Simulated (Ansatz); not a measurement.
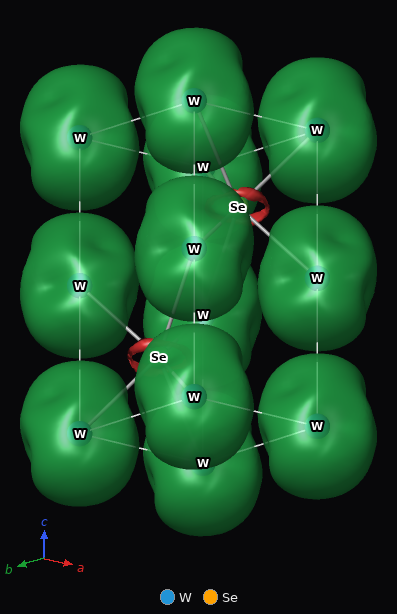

Figure. WSe. Isosurfaces of the magnetisation density (up minus down) at +0.01 (green) and −0.01 e/Å³ (red), seen at an oblique angle. Sticks mark near contacts.

Space group P6₃/mmc; started from the nickel arsenide prototype, which need not be the ambient phase; computed pressure about 3 GPa in this cell; Hubbard U of 4 eV on W d only; spin-polarised.

The calculation used DFT PBEsol+U, scalar-relativistic, plane waves, PAW in Ansatz.

In a PAW calculation such maps are meaningful between the atoms, not at the nuclei.

Question: Where is the spin, and how is it ordered?

Answer: The spin density sits on W: +0.5 μB (×2) in one cell of 4 atoms: parallel main moments (a ferromagnetic arrangement) in this solution. The cell of the calculation (4 atoms) carries 1.3 μB of net spin moment.
